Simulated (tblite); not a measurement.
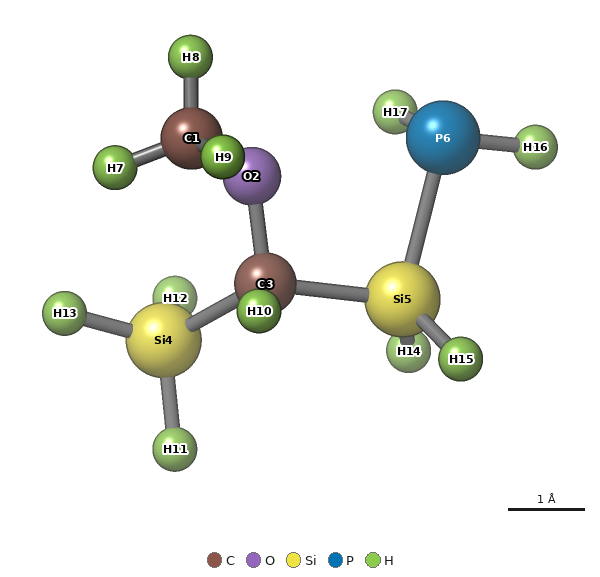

*The structure as given in the input (ball-and-stick view, seen at a tilt; atoms are numbered from 1 in the order of the input).*

Bond lengths as drawn: C–H 1.09 to 1.10 Å, C–O 1.40 to 1.44 Å, C–Si 1.90 to 1.92 Å, H–P 1.38 to 1.39 Å, H–Si 1.46 to 1.47 Å and P–Si 2.22 Å.

# C2H11OPSi2: frequency calculation

The run: frequency calculation of C2H11OPSi2. Method and program: GFN2-xTB harmonic vibrations, gas phase (tblite 0.8.0).

It belongs to a series of runs on one base structure; here: constitutional isomer.

Input file
```
{"job": {"kind": "ir", "xc": "GFN2-xTB", "basis": "xTB"}, "charge": 0, "multiplicity": 1}
C     -1.536075    -1.446553     0.623864
O     -0.352854    -0.705526     0.555322
C     -0.331842     0.324239    -0.456484
Si    -0.933838     1.937040     0.358738
Si     1.482690     0.269116    -1.091310
P      2.074215    -1.580539    -0.007871
H     -2.390881    -0.811538     0.882530
H     -1.391136    -2.193738     1.402828
H     -1.745912    -1.952355    -0.326803
H     -0.992922     0.027575    -1.279167
H     -0.939827     2.994588    -0.651149
H     -0.035190     2.245489     1.467791
H     -2.292307     1.752708     0.877750
H      2.193531     1.515144    -0.776814
H      1.542725     0.088774    -2.546948
H      3.437139    -1.480153    -0.268091
H      2.205484    -0.972240     1.225905
```

The first line tells a small driver script what to run in tblite; the rest is the geometry in Å.

Hardware: 1 CPU thread, shared host.

Launch command:
```bash
OMP_NUM_THREADS=1 python <driver script> task.json out
```

The program's output
```
mode    cm-1     km/mol
  1      24.3      0.98
  2      55.8      3.23
  3     107.1      0.10
  4     122.0      2.29
  5     158.8      0.31
  6     167.4      0.29
  7     248.9     10.81
  8     260.5      9.14
  9     278.2      1.52
 10     383.1     11.61
 11     403.0     32.01
 12     499.4      6.40
 13     511.6     23.74
 14     520.6      7.56
 15     551.1     45.60
 16     636.7    385.04
 17     692.1     55.06
 18     699.3     25.41
 19     725.6     82.79
 20     756.1    169.52
 21     789.0    394.74
 22     797.2    131.90
 23     805.6    287.93
 24     840.8     73.56
 25     936.2     19.34
 26    1069.5     19.36
 27    1104.9     88.59
 28    1138.8      3.21
 29    1148.0     18.20
 30    1153.1      0.50
 31    1274.5     16.85
 32    1408.4      0.57
 33    1470.3      4.13
 34    1487.5      2.08
 35    2199.4    284.04
 36    2213.3    141.62
 37    2242.1    344.38
 38    2273.2    129.80
 39    2276.4    255.52
 40    2293.3    292.43
 41    2377.1    185.41
 42    2872.7     41.82
 43    2905.9     50.33
 44    2931.2     55.30
 45    3022.0     15.53
```

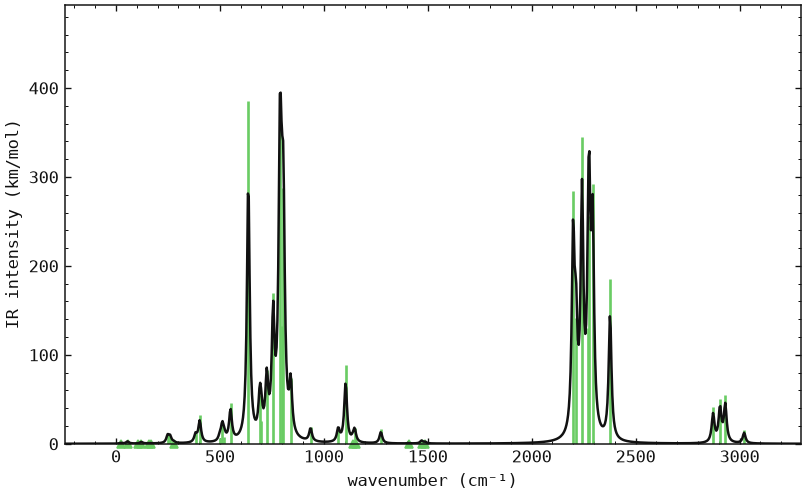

*Harmonic infrared spectrum, unscaled: sticks (degenerate modes added up, dark ones marked on the axis) with a Lorentzian envelope of 16 cm⁻¹ full width, scaled to the tallest stick.*

45 modes from 24 to 3022 cm⁻¹, none imaginary. The strongest line is at 789 cm⁻¹ (395 km/mol).

Key numbers

- outcome: converged
- total energy: −541.7539 eV
- zero-point energy: 72.6680 kcal/mol
- wall time: 1.1 s
- peak memory: 0.18 GiB
